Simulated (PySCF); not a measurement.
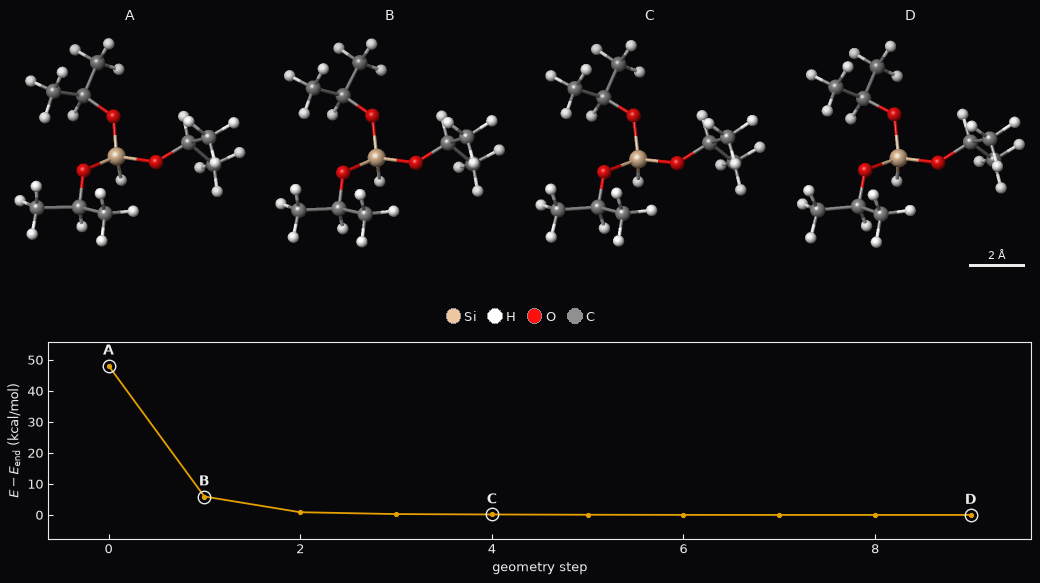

Frames of a relaxation of C9H22O3Si, marked on the history of the run. Style: ball-and-stick. Shown at a tilt.

The start comes from GFN2-xTB. Its atoms were then displaced at random by about 0.03 Å.

Level of theory: PBE0-D3(BJ)/def2-SVP geometry optimisation, gas phase (PySCF 2.14.0, density-fitted response routines). 

What happens along the run?

Answer. The largest move after the best rigid fit is that of an H atom, 0.39 Å. By element the largest moves are H 0.39 Å, C 0.27 Å, O 0.22 Å, Si 0.13 Å. Near-neighbour distances that change, for instance: O–Si 1.495 → 1.647 Å, C–C 1.628 → 1.515 Å, C–O 1.523 → 1.420 Å, C–C 1.424 → 1.515 Å. Among the angles between lasting bonds that change: H–C–H 116.3° → 108.6°, H–Si–O 104.1° → 111.4°, C–C–H 102.7° → 110.0°. The energy falls by 48.1 kcal/mol in 9 geometry steps. From step 0 to 1: an H atom moves most (0.20 Å), energy −42.2 kcal/mol. From step 1 to 4: an H atom moves most (0.21 Å), energy −5.80 kcal/mol. From step 4 to 9: an H atom moves most (0.20 Å), energy −0.15 kcal/mol.
